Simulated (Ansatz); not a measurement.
# Decaying states in the gap of Tl2GeCl6

Wanted: the relaxed cell of Tl2GeCl6, its band edges and its decay constants. It is built by putting Cl for F, Ge for Sn in the Tl2SnF6 structure of space group P-3m1, with the volume rescaled by atomic radii. The parent structure comes from the Materials Project.

Program: Ansatz 0.2.0. Level of theory: r2SCAN DFT, plane waves, PAW files, in the first sound run; inputs show where later runs differ. Results are calculated unless marked as measured.

The structure was built from a prototype and need not be the compound's stable phase.

## Step 1: Set-up

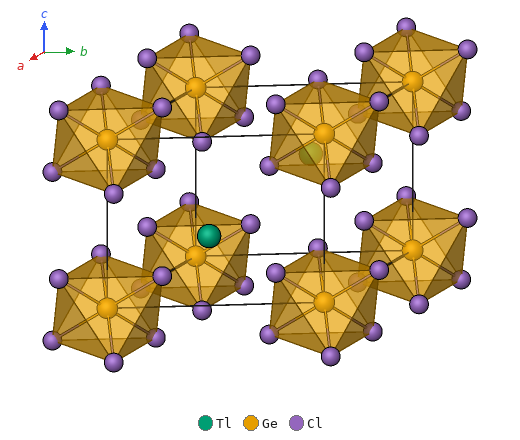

The starting structure, seen slightly off an axis (thallium teal, germanium orange, chlorine purple). Some periodic images of atoms are drawn too.

Coordinates:

```cif
data_structure
_symmetry_space_group_name_H-M 'P-3m1'
_symmetry_Int_Tables_number 164
_cell_length_a 6.9197
_cell_length_b 6.9197
_cell_length_c 5.5386
_cell_angle_alpha 90.000
_cell_angle_beta 90.000
_cell_angle_gamma 120.000
_cell_volume 229.67
loop_
_atom_site_label
_atom_site_type_symbol
_atom_site_symmetry_multiplicity
_atom_site_Wyckoff_symbol
_atom_site_fract_x
_atom_site_fract_y
_atom_site_fract_z
_atom_site_occupancy
Tl1 Tl 2 d 0.66667 0.33333 0.31384 1
Ge1 Ge 1 a 0.00000 0.00000 0.00000 1
Cl1 Cl 6 i 0.84110 0.15890 0.77118 1
```

## Step 2: Cell and atoms at rest

The substituted atoms don't fit the parent's cell, so cell and atoms relax together. A small smearing keeps the run stable in case the gap closes on the way.

File input.yaml:

```yaml
crystal:
  lattice:
    - [6.9197172191, 0.0, 0.0]
    - [-3.4598586095, 5.9926508987, 0.0]
    - [0.0, 0.0, 5.5385891829]
  atoms:
    - { symbol: Tl, position: [0.6666666667, 0.3333333333, 0.31383582] }
    - { symbol: Tl, position: [0.3333333333, 0.6666666667, 0.68616418] }
    - { symbol: Ge, position: [0.0, 0.0, 0.0] }
    - { symbol: Cl, position: [0.84109833, 0.15890167, 0.77117865] }
    - { symbol: Cl, position: [0.84109833, 0.68219666, 0.77117865] }
    - { symbol: Cl, position: [0.31780334, 0.15890167, 0.77117865] }
    - { symbol: Cl, position: [0.15890167, 0.84109833, 0.22882135] }
    - { symbol: Cl, position: [0.15890167, 0.31780334, 0.22882135] }
    - { symbol: Cl, position: [0.68219666, 0.84109833, 0.22882135] }
kpoints:
  mp_grid: { grid: [4, 4, 4] }
scf:
  occupations: { method: gaussian, width: 0.03 }
hamiltonian:
  xc: r2scan
output:
  forces: true
  stress: true
relax:
  f_tol: 0.02
  max_steps: 60
  cell: {}
```

Command:

```
ansatz run input.yaml --threads 2 --pin off --max-ram 4096MiB --backend cpu --events-out ev --progress --plain --runs-dir out
```

Numbers of over 12 decimals in the logs are rounded to 6 here.

Log:

```text
Engine: ansatz 0.2.0, aarch64-unknown-linux-gnu
Pseudopotentials: kind: paw
Pseudopotential: Tl, paw, valence charge 13, recommended cutoff 500 eV (meta_gga), Tl.paw.azcp
Pseudopotential: Ge, paw, valence charge 14, recommended cutoff 500 eV (meta_gga), Ge.paw.azcp
Pseudopotential: Cl, paw, valence charge 7, recommended cutoff 500 eV (meta_gga), Cl.paw.azcp
Functional definition: r2SCAN
  parameter k0 = 0.174
  parameter k1 = 0.065
  parameter a1 = 4.9479
  exchange = r2scan_x(k0 = k0, k1 = k1, a1 = a1)
  correlation = r2scan_c
Crystal: 9 atoms, lattice volume = 229.671 Å³
Basis set: ecut = 500 eV, 5793 PW (Γ), exchange–correlation on 216×216×180 points (64 copies of the dense FFT grid, shifted against one another)
Bands: 50, of which v1, the nominal top of the filled ones, is band 41 counted from 1 (40 counted from 0)
Symmetry: 12 space group operations
Space group: P-3m1 (ITA 164), of the structure as read, at distance tolerance 6.1e-5 Å
k-points: 13 of 64
Non-local potential: Tl, projectors of the file, l = 0: 2, l = 1: 2, l = 2: 2, l = 3: 1
Non-local potential: Ge, projectors of the file, l = 0: 2, l = 1: 2, l = 2: 3, l = 3: 1
Non-local potential: Cl, projectors of the file, l = 0: 2, l = 1: 2, l = 2: 2
PAW form: soft (Blöchl's): semilocal exchange-correlation on the pseudo side does not see the compensation charge
PAW frozen core: Tl, regenerated for the run's functional (the file was generated under x = pbe(κ = 0.804, μ = 0.219515), c = pbe(β = 0.066725))
PAW frozen core: Ge, regenerated for the run's functional (the file was generated under x = pbe(κ = 0.804, μ = 0.219515), c = pbe(β = 0.066725))
PAW frozen core: Cl, regenerated for the run's functional (the file was generated under x = pbe(κ = 0.804, μ = 0.219515), c = pbe(β = 0.066725))
PAW one-centre angular grid: Tl, 590 points (default); XC on 160 Gauss nodes
PAW one-centre angular grid: Ge, 590 points (default); XC on 160 Gauss nodes
PAW one-centre angular grid: Cl, 302 points (default); XC on 160 Gauss nodes
Initial density: superposition of atomic densities (neutral atoms: chi_scale 0, normalization atom), corrected by the library's trained network
Initial wavefunctions: pseudopotential atomic-orbital guess
Functional: x = r2scan, c = r2scan; τ floored in thin density (d = 2e-4 eV/Å³)
SCF iter   1: F=—  HF=-33730.737758 eV  |F-HF|=—  |Δ(HF+E_count)|=         —  Δρ=6.44e-3  dr2=5.85e-2  dr2_τ=4.00e-2  ethr=1.77e-3  ⟨swp⟩=6.8  Hψ=2792  notcnv=0  defer=6
preconditioner: auto → Resta (q_TF=auto, 2.298 Å⁻¹)  ε∞=3.9  [insulator: Δε(μ)=2.350 eV  Ē_g=12.288 eV  σ=0.030 eV  W_gap=1.00  n_scr=46 (ndim 8)  ℏωp=20.8 eV  f_vac=0.014  D(μ)=0.00/eV (n_scr^D=0)  ε∞_Penn≈3.9]
SCF iter   2: F=—  HF=-33730.772553 eV  |F-HF|=—  |Δ(HF+E_count)|=   3.48e-2  Δρ=2.84e-3  dr2=1.17e-2  dr2_τ=7.87e-4  ethr=7.14e-5  ⟨swp⟩=3.0  Hψ=1440  notcnv=0  defer=34
SCF iter   3: F=—  HF=-33730.770714 eV  |F-HF|=—  |Δ(HF+E_count)|=   1.84e-3  Δρ=8.32e-4  dr2=8.52e-4  dr2_τ=3.04e-5  ethr=1.43e-5  ⟨swp⟩=2.0  Hψ=1186  notcnv=0  defer=8
automatic band count: iteration 3 solves 48 bands in place of 50: the levels show a gap, and the empty bands left out lie too high to hold charge; the band table lists the bands solved (type scf.n_extra_bands for more)
SCF iter   4: F=—  HF=-33730.770664 eV  |F-HF|=—  |Δ(HF+E_count)|=   5.03e-5  Δρ=2.17e-4  dr2=1.13e-4  dr2_τ=7.25e-6  ethr=1.04e-6  ⟨swp⟩=2.2  Hψ=1021  notcnv=0  defer=8
SCF iter   5: F=—  HF=-33730.770674 eV  |F-HF|=—  |Δ(HF+E_count)|=   1.06e-5  Δρ=5.20e-5  dr2=9.07e-6  dr2_τ=3.16e-7  ethr=1.38e-7  ⟨swp⟩=2.0  Hψ=1110  notcnv=0  defer=8
SCF iter   6: F=—  HF=-33730.770597 eV  |F-HF|=—  |Δ(HF+E_count)|=   7.70e-5  Δρ=1.42e-5  dr2=5.60e-7  dr2_τ=6.50e-8  ethr=1.11e-8  ⟨swp⟩=2.0  Hψ=1123  notcnv=0  defer=8
SCF iter   7: F=-33730.770598 eV  HF=-33730.770598 eV  |F-HF|=6.96e-9  |Δ(HF+E_count)|=   1.35e-7  Δρ=4.28e-6  dr2=4.55e-8  dr2_τ=2.17e-9  ethr=1.22e-10  ⟨swp⟩=5.0  Hψ=2293  notcnv=0
SCF 1 converged in 7 iterations: F = -33730.770598 eV  dr2 = 4.55e-8
  greatest PAW one-centre occupation: 0.998 electrons in one spin orbital (limit 2), on the Ge atom at site 2 (counted from 0), in its partial waves of l = 2
relax step   1: F+E_penalty+E_count = -33730.77059757 eV  Δ(F+E_penalty+E_count) = +0.000e0 eV  max|allowed force component| = 3.448e-1 eV/Å  Δτ_max = 0.0000 Å  P = +1.192 GPa  Ω = 229.671 Å³  (7 SCF iters, dr2 threshold 1.00e-7 eV, accepted)
Crystal: 9 atoms, lattice volume = 232.368 Å³
Basis set: ecut = 500 eV, 5889 PW (Γ), exchange–correlation on 216×216×180 points (64 copies of the dense FFT grid, shifted against one another)
Initial density: handed on by an earlier stage of this run
Initial wavefunctions: those handed on with the density
iter 1 solved again at ethr=3.01e-4 eV; its pass at ethr=3.10e-3 eV (dr2=2.47e-1 eV) is discarded
SCF iter   1: F=—  HF=-33730.429495 eV  |F-HF|=—  |Δ(HF+E_count)|=         —  Δρ=7.56e-3  dr2=2.45e-1  dr2_τ=9.26e-1  ethr=3.01e-4  ⟨swp⟩=2.2  Hψ=2971  notcnv=0
automatic band count: iteration 1 solves 47 bands in place of 50: the levels show a gap, and the empty bands left out lie too high to hold charge; the band table lists the bands solved (type scf.n_extra_bands for more)
preconditioner: auto → Resta (q_TF=auto, 2.293 Å⁻¹)  ε∞=4.3  [insulator: Δε(μ)=2.187 eV  Ē_g=11.462 eV  σ=0.030 eV  W_gap=1.00  n_scr=46 (ndim 8)  ℏωp=20.7 eV  f_vac=0.015  D(μ)=0.00/eV (n_scr^D=0)  ε∞_Penn≈4.3]
SCF iter   2: F=—  HF=-33730.916476 eV  |F-HF|=—  |Δ(HF+E_count)|=   4.87e-1  Δρ=1.51e-3  dr2=3.64e-3  dr2_τ=1.36e-3  ethr=2.99e-4  ⟨swp⟩=3.0  Hψ=1146  notcnv=0
SCF iter   3: F=—  HF=-33730.918289 eV  |F-HF|=—  |Δ(HF+E_count)|=   1.81e-3  Δρ=8.19e-4  dr2=1.08e-3  dr2_τ=3.46e-5  ethr=4.44e-6  ⟨swp⟩=2.0  Hψ=920  notcnv=0
SCF iter   4: F=—  HF=-33730.918660 eV  |F-HF|=—  |Δ(HF+E_count)|=   3.70e-4  Δρ=1.34e-4  dr2=5.84e-5  dr2_τ=5.24e-6  ethr=1.31e-6  ⟨swp⟩=2.0  Hψ=857  notcnv=0
SCF iter   5: F=—  HF=-33730.918594 eV  |F-HF|=—  |Δ(HF+E_count)|=   6.58e-5  Δρ=3.94e-5  dr2=4.85e-6  dr2_τ=2.54e-7  ethr=7.12e-8  ⟨swp⟩=2.0  Hψ=1103  notcnv=0
SCF iter   6: F=-33730.918594 eV  HF=-33730.918595 eV  |F-HF|=6.83e-7  |Δ(HF+E_count)|=   1.02e-6  Δρ=1.75e-5  dr2=7.58e-7  dr2_τ=1.70e-8  ethr=1.10e-9  ⟨swp⟩=5.0  Hψ=2371  notcnv=0
SCF 2 converged in 6 iterations: F = -33730.918594 eV  dr2 = 7.58e-7
relax step   2: F+E_penalty+E_count = -33730.91859411 eV  Δ(F+E_penalty+E_count) = -1.480e-1 eV  max|allowed force component| = 2.546e-1 eV/Å  Δτ_max = 0.0953 Å  P = +0.166 GPa  Ω = 232.368 Å³  energy of the carried Pulay correction = -2.811e-4 eV  (6 SCF iters, dr2 threshold 9.00e-7 eV, accepted)
[...]
preconditioner: auto → Resta (q_TF=auto, 2.288 Å⁻¹)  ε∞=4.2  [insulator: Δε(μ)=2.212 eV  Ē_g=11.483 eV  σ=0.030 eV  W_gap=1.00  n_scr=46 (ndim 8)  ℏωp=20.5 eV  f_vac=0.022  D(μ)=0.00/eV (n_scr^D=0)  ε∞_Penn≈4.2]
SCF iter   2: F=—  HF=-33730.995371 eV  |F-HF|=—  |Δ(HF+E_count)|=   3.76e-1  Δρ=1.95e-3  dr2=4.78e-3  dr2_τ=7.19e-3  ethr=1.28e-3  ⟨swp⟩=3.0  Hψ=1135  notcnv=0
SCF iter   3: F=—  HF=-33731.004233 eV  |F-HF|=—  |Δ(HF+E_count)|=   8.86e-3  Δρ=1.02e-3  dr2=1.31e-3  dr2_τ=6.03e-5  ethr=5.83e-6  ⟨swp⟩=2.0  Hψ=1093  notcnv=0  defer=2
SCF iter   4: F=—  HF=-33731.005056 eV  |F-HF|=—  |Δ(HF+E_count)|=   8.24e-4  Δρ=1.96e-4  dr2=1.21e-4  dr2_τ=1.28e-5  ethr=1.60e-6  ⟨swp⟩=2.2  Hψ=934  notcnv=0  defer=2
SCF iter   5: F=—  HF=-33731.004972 eV  |F-HF|=—  |Δ(HF+E_count)|=   8.44e-5  Δρ=8.33e-5  dr2=2.03e-5  dr2_τ=3.49e-7  ethr=1.48e-7  ⟨swp⟩=2.8  Hψ=1119  notcnv=0  defer=2
SCF iter   6: F=—  HF=-33731.004977 eV  |F-HF|=—  |Δ(HF+E_count)|=   4.84e-6  Δρ=2.24e-5  dr2=9.81e-7  dr2_τ=3.58e-8  ethr=2.48e-8  ⟨swp⟩=2.1  Hψ=1049  notcnv=0  defer=2
SCF iter   7: F=-33731.004976 eV  HF=-33731.004976 eV  |F-HF|=6.46e-8  |Δ(HF+E_count)|=   8.01e-7  Δρ=7.68e-6  dr2=1.50e-7  dr2_τ=9.17e-9  ethr=1.10e-9  ⟨swp⟩=4.1  Hψ=2262  notcnv=0
SCF 3 converged in 7 iterations: F = -33731.004976 eV  dr2 = 1.50e-7
relax step   3: F+E_penalty+E_count = -33731.00497598 eV  Δ(F+E_penalty+E_count) = -8.638e-2 eV  max|allowed force component| = 1.534e-1 eV/Å  Δτ_max = 0.1950 Å  P = -0.091 GPa  Ω = 235.991 Å³  energy of the carried Pulay correction = -6.536e-4 eV  (7 SCF iters, dr2 threshold 9.00e-7 eV, accepted)
[...]
relax step   4: F+E_penalty+E_count = -33731.01906161 eV  Δ(F+E_penalty+E_count) = -1.409e-2 eV  max|allowed force component| = 1.917e-1 eV/Å  Δτ_max = 0.1954 Å  P = +0.387 GPa  Ω = 237.356 Å³  energy of the carried Pulay correction = -7.924e-4 eV  (7 SCF iters, dr2 threshold 9.00e-7 eV, accepted)
[...]
relax step   5: F+E_penalty+E_count = -33731.05119780 eV  Δ(F+E_penalty+E_count) = -3.214e-2 eV  max|allowed force component| = 1.134e-2 eV/Å  Δτ_max = 0.0481 Å  P = +0.079 GPa  Ω = 239.677 Å³  energy of the carried Pulay correction = -1.027e-3 eV  (7 SCF iters, dr2 threshold 9.00e-7 eV, accepted)
[...]
relax step   6: F+E_penalty+E_count = -33731.05279949 eV  Δ(F+E_penalty+E_count) = -1.602e-3 eV  max|allowed force component| = 1.357e-2 eV/Å  Δτ_max = 0.0120 Å  P = -0.027 GPa  Ω = 242.614 Å³  energy of the carried Pulay correction = -1.320e-3 eV  (7 SCF iters, dr2 threshold 6.67e-8 eV, accepted)
[...]
relax step   7: F+E_penalty+E_count = -33731.05300937 eV  Δ(F+E_penalty+E_count) = -2.099e-4 eV  max|allowed force component| = 4.730e-3 eV/Å  Δτ_max = 0.0246 Å  P = +0.008 GPa  Ω = 243.027 Å³  energy of the carried Pulay correction = -1.361e-3 eV  (9 SCF iters, accepted)
Initial wavefunctions: pseudopotential atomic-orbital guess (no wavefunctions were taken with the density)
iter 1 solved again at ethr=8.20e-8 eV; its pass at ethr=3.10e-3 eV (dr2=6.72e-5 eV) is discarded
SCF iter   1: F=—  HF=-33731.054290 eV  |F-HF|=—  |Δ(HF+E_count)|=         —  Δρ=1.57e-4  dr2=2.56e-6  dr2_τ=9.32e-6  ethr=8.20e-8  ⟨swp⟩=3.1  Hψ=4560  notcnv=0
preconditioner: auto → Resta (q_TF=auto, 2.276 Å⁻¹)  ε∞=3.8  [insulator: Δε(μ)=2.370 eV  Ē_g=12.146 eV  σ=0.030 eV  W_gap=1.00  n_scr=46 (ndim 8)  ℏωp=20.2 eV  f_vac=0.047  D(μ)=0.00/eV (n_scr^D=0)  ε∞_Penn≈3.8]
SCF iter   2: F=—  HF=-33731.054665 eV  |F-HF|=—  |Δ(HF+E_count)|=   3.75e-4  Δρ=8.09e-5  dr2=8.51e-7  dr2_τ=4.09e-6  ethr=3.12e-9  ⟨swp⟩=2.0  Hψ=1183  notcnv=0
SCF iter   3: F=—  HF=-33731.054703 eV  |F-HF|=—  |Δ(HF+E_count)|=   3.83e-5  Δρ=1.76e-5  dr2=5.72e-8  dr2_τ=1.78e-7  ethr=1.04e-9  ⟨swp⟩=2.0  Hψ=1182  notcnv=0
SCF iter   4: F=—  HF=-33731.054705 eV  |F-HF|=—  |Δ(HF+E_count)|=   1.78e-6  Δρ=1.74e-6  dr2=2.73e-9  dr2_τ=9.01e-10  ethr=6.98e-11  ⟨swp⟩=2.0  Hψ=1183  notcnv=0
SCF iter   5: F=-33731.054705 eV  HF=-33731.054705 eV  |F-HF|=4.37e-10  |Δ(HF+E_count)|=   7.21e-9  Δρ=3.10e-7  dr2=8.65e-11  dr2_τ=4.97e-11  ethr=1.00e-12  ⟨swp⟩=3.9  Hψ=2934  notcnv=0
SCF 8 converged in 5 iterations: F = -33731.054705 eV  dr2 = 8.65e-11
relax step   8: F+E_penalty+E_count = -33731.05470520 eV  Δ(F+E_penalty+E_count) = -1.696e-3 eV  max|allowed force component| = 4.677e-3 eV/Å  Δτ_max = 0.0000 Å  P = +0.011 GPa  Ω = 243.027 Å³  stress off target by 1.61e-2 GPa  SCF on the basis re-selected at this cell (its energy is not comparable with the rows above)  (5 SCF iters)
basis re-selected at this cell: Δ(F+E_penalty+E_count) = -1.696e-3 eV, ΔP = +0.003 GPa vs the last step (what re-selecting the basis moved, of the pressure what is left beyond the Pulay correction that the steps carried, after the strain that the cell walked since its last selection, with what the two solves' SCF thresholds leave and, on support functions, any second-order correction that the steps lacked; it is no m [...]
SCF converged after 5 iterations
Free energy (F): -33731.054705 eV
Harris-Foulkes:  -33731.054705 eV  (|F-HF|=4.37e-10)
Internal energy: -33731.054705 eV  (E = F + TS)
E sigma→0 (E₀):  -33731.054705 eV
Fermi energy:    3.835605 eV
--- Per-component energies (eV) ---
  E_band       = -465.498862
  E_kinetic    = 1738.647407
  E_local      = -6970.070028  (includes V_loc(G=0)·N_el)
  E_nonlocal   = 1230.699107
  E_hartree    = 2753.865625
  E_xc         = -1130.330932
  E_vxc        = -1187.776390  (∫ρ·V_xc dr)
  E_paw        = -26415.511913  (= ΣΔE_a)
  E_vpaw       = -854.997159  (= ΣTr[D̂ρ^β])
  E_aug_tail   = 0.000275  (compensation charges beyond the density's cutoff)
  E_vtau       = 70.266519  (kinetic-family band-sum trace: ∫τ·v_τ [+ j·A + Jᵃ·Aᵃ] dr)
  E_ewald      = -4938.529561
  E_core_change = 0.175315  (= ΣΔE_core)
  E_smearing   = -0.000000  (= −TS)
  E_closure    = 0.000000  (closes the sum)
  Σ components = -33731.054705   (vs F -33731.054705, Δ=0.00e0)
--- Forces (eV/Å), atoms counted from 1 ---
  atom   1  Tl     0.00000000    -0.00000000     0.00442318
  atom   2  Tl    -0.00000000     0.00000000    -0.00442318
  atom   3  Ge    -0.00000000     0.00000000     0.00000000
  atom   4  Cl     0.00405055    -0.00233859     0.00243985
  atom   5  Cl     0.00000000     0.00467717     0.00243985
  atom   6  Cl    -0.00405055    -0.00233859     0.00243985
  atom   7  Cl    -0.00405055     0.00233859    -0.00243985
  atom   8  Cl    -0.00000000    -0.00467717    -0.00243985
  atom   9  Cl     0.00405055     0.00233859    -0.00243985
  max |Σ_I F_I| component: 3.90e-18 eV/Å
--- Stress (GPa, compression-positive) ---
        0.016068       0.000000      -0.000000
        0.000000       0.016068      -0.000000
       -0.000000      -0.000000       0.000288
  P = ⅓ Tr σ = 0.0108 GPa (0.108 kbar)
--- Relaxed structure (7 steps of the walk, 7 accepted, 1 SCFs on fresh bases) ---
  F+E_penalty+E_count = -33731.05470520 eV   max|allowed force component| = 4.677e-3 eV/Å   (the final SCF, on the basis selected at the relaxed cell)
  cell:  # Å, volume = 243.0266 Å³
    - [6.866555, -2.8645629561481023e-11, 1.7135857809755405e-17]
    - [-3.433278, 5.946611, 6.2721592738393225e-18]
    - [1.3715658270486642e-17, 1.3715658270215894e-17, 5.951759]
  atoms:
    - { symbol: Tl, position: [0.666667, 0.333333, 0.211057] }
    - { symbol: Tl, position: [0.333333, 0.666667, 0.788943] }
    - { symbol: Ge, position: [2.174233258113874e-19, 2.0504489297307122e-19, -3.5018253848049147e-19] }
    - { symbol: Cl, position: [0.840440, 0.159560, 0.778513] }
    - { symbol: Cl, position: [0.840440, 0.680879, 0.778513] }
    - { symbol: Cl, position: [0.319121, 0.159560, 0.778513] }
    - { symbol: Cl, position: [0.159560, 0.840440, 0.221487] }
    - { symbol: Cl, position: [0.159560, 0.319121, 0.221487] }
    - { symbol: Cl, position: [0.680879, 0.840440, 0.221487] }
```

Wall time 2.3 min (2 threads of Arm Neoverse N1, shared host); peak memory 1.2 GiB.

Step by step:

| step | energy less that of the first step (eV) | largest force component (eV/Å) | pressure (GPa) | volume (Å³) |
| --- | --- | --- | --- | --- |
| 1 | 0.0000 | 0.3448 | 1.19 | 229.67 |
| 2 | -0.1480 | 0.2546 | 0.17 | 232.37 |
| 3 | -0.2344 | 0.1534 | -0.09 | 235.99 |
| 4 | -0.2485 | 0.1917 | 0.39 | 237.36 |
| 5 | -0.2806 | 0.0113 | 0.08 | 239.68 |
| 6 | -0.2822 | 0.0136 | -0.03 | 242.61 |
| 7 | -0.2824 | 0.0047 | 0.01 | 243.03 |
| 8* | -0.2841 | 0.0047 | 0.01 | 243.03 |

Relaxation steps marked * repeat the geometry before them on a plane-wave basis chosen anew for their cell, so energy and pressure can jump there.

Forces are held to the 12 operations that the run works with; a distortion that breaks them can't arise in this run.

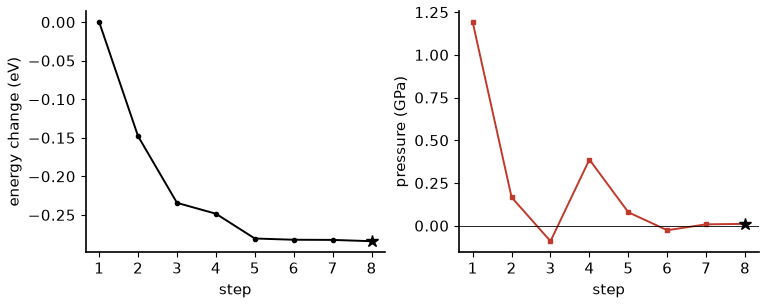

Energy and pressure along the relaxation. Stars mark steps on a basis chosen anew.

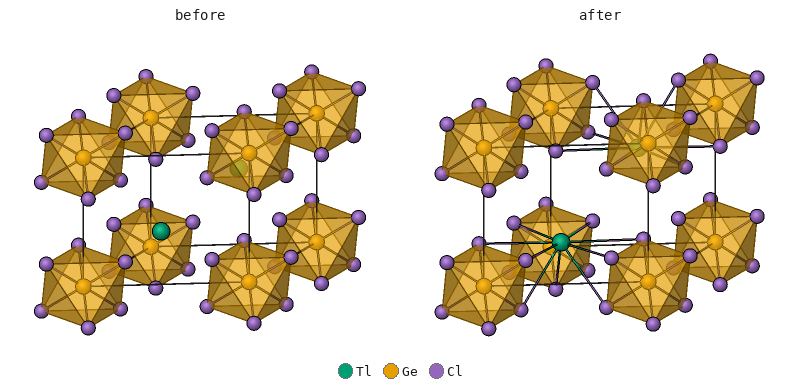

The structure before and after the relaxation, drawn at the same scale.

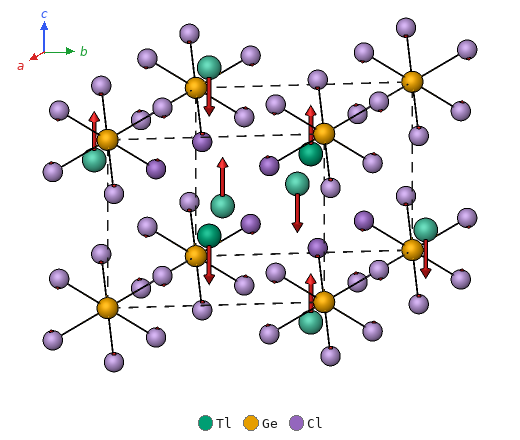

Displacements in the relaxation, exaggerated, measured against the changing cell; the longest in the cell stands for 0.61 Å. Some periodic images of atoms are drawn too.

```
conventional cell, symmetrised  before  after  change
                         a (Å)   6.920  6.867  -0.8 %
                         b (Å)   6.920  6.867  -0.8 %
                         c (Å)   5.539  5.952  +7.5 %
              volume (Å³/atom)   25.52  27.00  +5.8 %
```

The atoms that moved most (Å, as changes of fractional coordinates times the final cell):

```
atom      dx      dy      dz  length
 Tl2   0.000   0.000   0.612   0.612
 Tl1   0.000   0.000  -0.612   0.612
 Cl5   0.000  -0.008   0.044   0.044
 Cl4  -0.007   0.004   0.044   0.044
 Cl6   0.007   0.004   0.044   0.044
 Cl7   0.007  -0.004  -0.044   0.044
 Cl9  -0.007  -0.004  -0.044   0.044
 Cl8   0.000   0.008  -0.044   0.044
```

This step gave:

| Item | Value |
| --- | --- |
| free energy | -33731.0547 eV |
| Fermi energy | 3.836 eV |
| pressure | 0.01081 GPa |

The largest force component on a free atom ends at 0.0047 eV/Å.

(Continued in part 2 of 3.)

[Logs are printed without paths, hosts, clocks, repeated set-up lines and the standing remarks that a program may print on its own settings, such as how far it seeks lower states.]

[Hosts, paths, dates, database ids (printed as entryN), source tags and the programs' standing remarks are cut or masked in the printed files.]
